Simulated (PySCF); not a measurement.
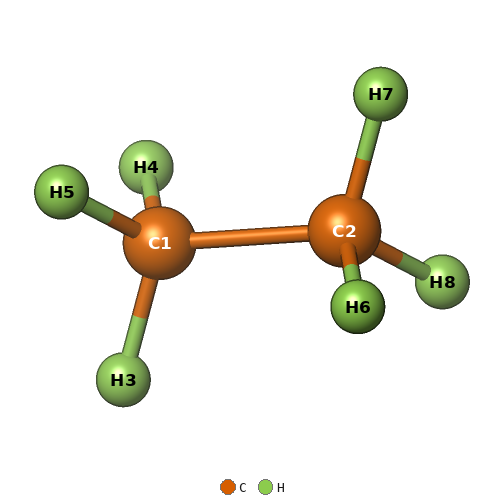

Computed geometry: PBE0-D3(BJ)/def2-SVP optimisation. No frequency run is at hand to confirm it as a minimum. Method: B97-2/pcJ-1 indirect spin-spin coupling, non-relativistic, gas phase (PySCF 2.14.0). Isotopes: 13C, 1H.

Give the spin–spin coupling constants of these pairs, with the number of bonds between them: H3/H4, H4/H5, H6/H8, H4/H8.

| pair | bonds apart | J (Hz) |
| --- | --- | --- |
| H3, H4 | 2 | −12.4 |
| H4, H5 | 2 | −12.4 |
| H6, H8 | 2 | −12.4 |
| H4, H8 | 3 | 3.8 |
